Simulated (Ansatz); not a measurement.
# BH5OSi (SMILES B[SiH2]O): what the fields show

```yaml
atoms:
  - { symbol: B, position_ang: [-0.9319, 0.6072, -0.8051] }
  - { symbol: Si, position_ang: [0.6197, 0.0664, 0.3436] }
  - { symbol: O, position_ang: [0.4198, -1.3067, 1.2451] }
  - { symbol: H, position_ang: [-1.8632, -0.1043, -1.0505] }
  - { symbol: H, position_ang: [-0.9227, 1.6862, -1.3242] }
  - { symbol: H, position_ang: [0.9652, 1.1265, 1.3264] }
  - { symbol: H, position_ang: [1.7767, -0.0680, -0.6009] }
  - { symbol: H, position_ang: [0.0285, -2.0645, 0.8097] }
```

Geometry: PBE0-D4/def2-TZVP.

These are results of RKS PBE0-D4/def2-TZVPP in Ansatz 0.2.0, not measurements.

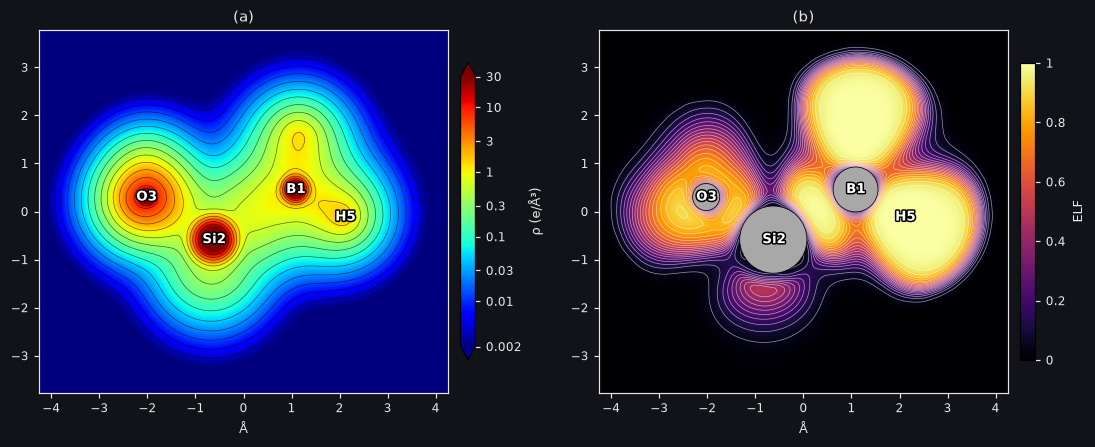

Figure 1. (a) electron density; (b) ELF on the plane of atoms B1, Si2 and O3. Grey discs cover the atomic cores in the ELF map.

What does the map show?

Answer. The plane passes through B, Si, O and H nuclei.
Si–O (1.65 Å): ρ is about 1.2 e/Å³ halfway; the ELF peaks at about 0.90 between the atoms: a polar covalent bond.
Si–B (2.00 Å): ρ is about 0.83 e/Å³ halfway; the ELF peaks at about 1 between the atoms: a covalent bond.
B–H (1.20 Å): ρ is about 1.3 e/Å³ halfway; the ELF climbs to about 1 towards the hydrogen, as it does in any bond to H; a covalent bond by its length.
The ELF also peaks beside O3, away from the bonds: lone-pair regions.

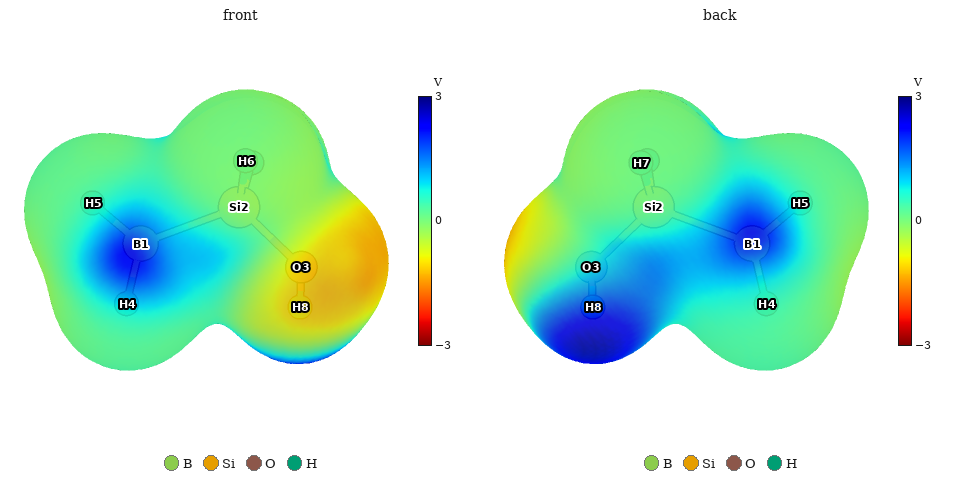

Figure 2. The electrostatic potential painted on the density surface at 0.002 e/bohr³, seen from the front and from behind; the colour scale runs from red (negative) to blue (positive).

Where is the surface potential most negative and most positive?

Answer. The most negative region (about −1.4 V) lies over O3, the most positive (about +2.7 V) over H8. O3 is the likeliest acceptor of a hydrogen bond.

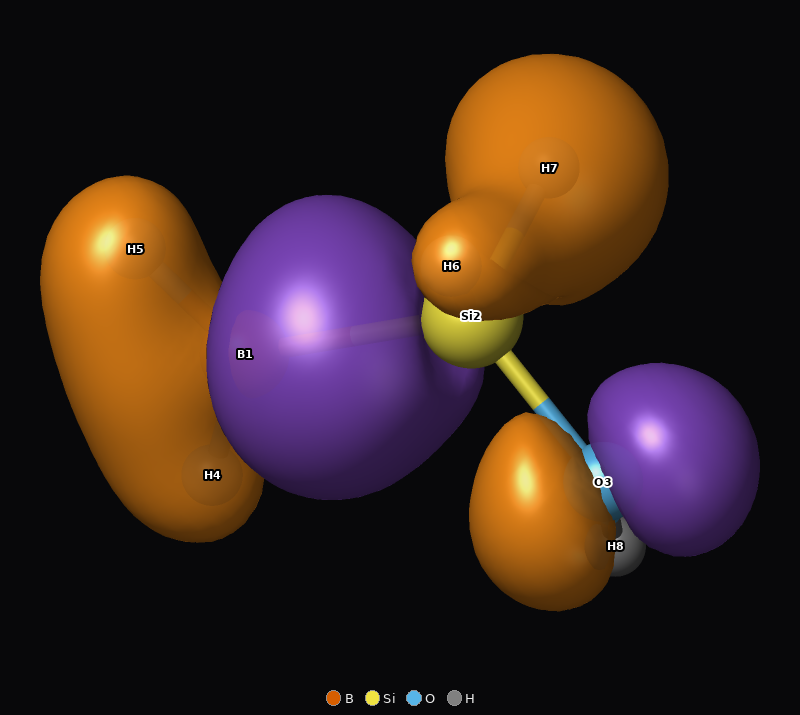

Figure 3. One frontier orbital at ±0.1 Å⁻³ᐟ² (orange and purple are the two phases), seen at a tilt.

Which orbital is it: HOMO or LUMO?

Answer. The HOMO, at −7.96 eV. Its weight (Hirshfeld) is mainly on B1 (about 30 %), Si2 (about 30 %), O3 (about 20 %) and H7 (about 10 %).

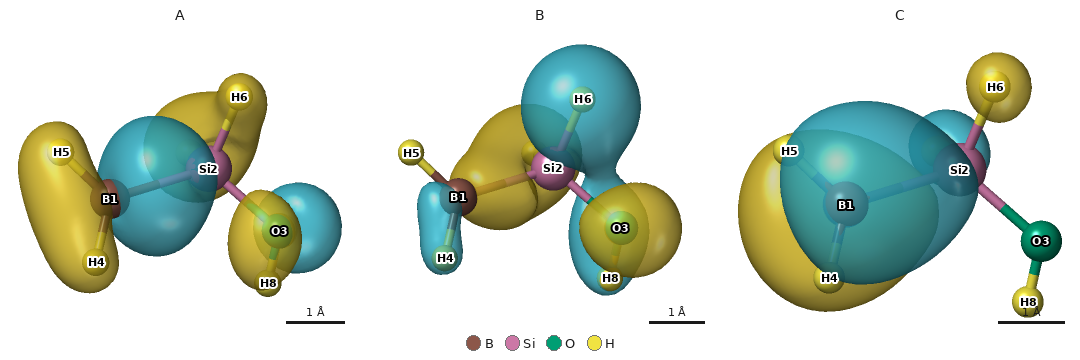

Figure 4. Three frontier orbitals at ±0.1 Å⁻³ᐟ² (yellow and cyan are the two phases), in no order.

Which picture is the HOMO−1, the HOMO and the LUMO?

Answer. B is the HOMO−1 (−8.99 eV). It lies mainly on O3 (about 30 %), Si2 (about 25 %), H6 (about 20 %) and H7 (about 15 %). A is the HOMO (−7.96 eV). By Hirshfeld shares it lies mainly on B1 (about 30 %), Si2 (about 30 %), O3 (about 20 %) and H7 (about 10 %). C is the LUMO (−2.47 eV). Its weight (Hirshfeld) is mainly on B1 (about 65 %), Si2 (about 15 %), H4 (about 5 %) and H5 (about 5 %).

What is the HOMO–LUMO gap?

Answer. 5.49 eV between the orbital energies.
